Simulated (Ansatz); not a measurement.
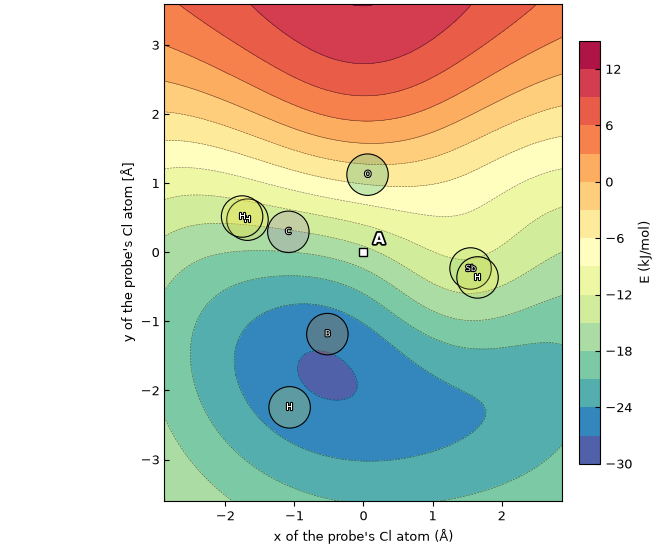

CH₄BOSb (SMILES [BH]1C[O][SbH]1) with the probe Cl-. The probe is moved over a plane parallel to the molecule's main plane, 4.01 Å above it. Coordinates scanned: (1) x of the probe's Cl atom; (2) y of the probe's Cl atom. Nothing is relaxed (molecule and probe rigid). The grid has 9 × 11 points. Points are written as (first, second). All energies are given in kJ/mol relative to molecule and probe far apart, each relaxed in its own basis (no counterpoise correction). All numbers below come from Ansatz, RHF/def2-SVPD.

Drawn: filled contours, labelled circles for the molecule's atoms, projected on the plane, the point A. Between grid points the surface is interpolated.

Which way does the force act at A, and how strong is it?

Answer. A, at (0.00 Å, 0.00 Å), is not a stationary point. The computed force is 0.1 eV/Å in the plane, pointing down in the picture (components −0.04 and −0.10 eV/Å).
